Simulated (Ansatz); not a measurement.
Input

```
crystal:
  periodic: [false, false, false]
  atoms:
    - {symbol: Si, position_ang: [-0.907358, 0.599566, -0.596582]}
    - {symbol: Si, position_ang: [0.407472, -1.101506, 1.416102]}
    - {symbol: Cl, position_ang: [-1.701817, 1.807260, -2.100742]}
    - {symbol: Cl, position_ang: [-1.882106, -1.143551, -1.001431]}
    - {symbol: Cl, position_ang: [-1.306006, 1.753826, 1.032815]}
    - {symbol: H, position_ang: [0.979224, 0.027719, -0.095788]}
    - {symbol: N, position_ang: [0.843384, 0.681359, -1.112783]}
    - {symbol: H, position_ang: [1.333374, -0.603753, 2.488581]}
    - {symbol: H, position_ang: [-0.910895, -1.297129, 2.089216]}
    - {symbol: H, position_ang: [0.885616, -2.475420, 1.051740]}
    - {symbol: H, position_ang: [1.038652, 0.130587, -1.946156]}
    - {symbol: H, position_ang: [1.220462, 1.621041, -1.224971]}
basis:
  gaussian: {orbitals: def2-TZVPP}
hamiltonian: {xc: pbe0, dispersion: d4}
output: {orbitals: {seedname: orbitals}}
```

Run with:

```sh
ansatz run in.yaml --threads 4 --pin off --events-out ev --progress --plain --max-ram 66560MiB --backend cuda --devices 0, --max-vram 37GiB
```

A transition-state structure; geometry: PBE0-D4/def2-TZVP.

Level of theory: Ansatz 0.2.0, RKS PBE0-D4/def2-TZVPP.

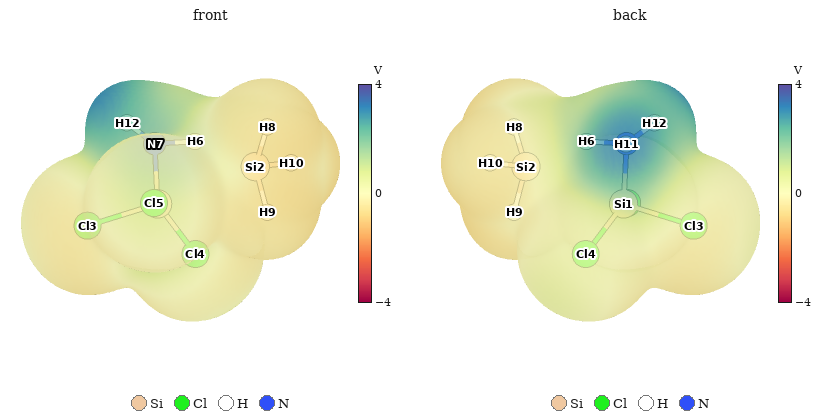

Cl3H3NSi···H3Si. The electrostatic potential painted on the density surface at 0.002 e/bohr³, seen from the front and from behind; the colour scale runs from red (negative) to blue (positive).

Describe the electrostatic potential map.

Answer. The most negative region (about −0.7 V) lies over H8, H9 and H10, the most positive (about +3.1 V) over H11 and H12. Cl4 shows a σ-hole: about +0.5 V at the tip opposite its bond, against about −0.2 V on its flanks. Cl5 shows a σ-hole: about +0.5 V at the tip opposite its bond, against about −0.1 V on its flanks.
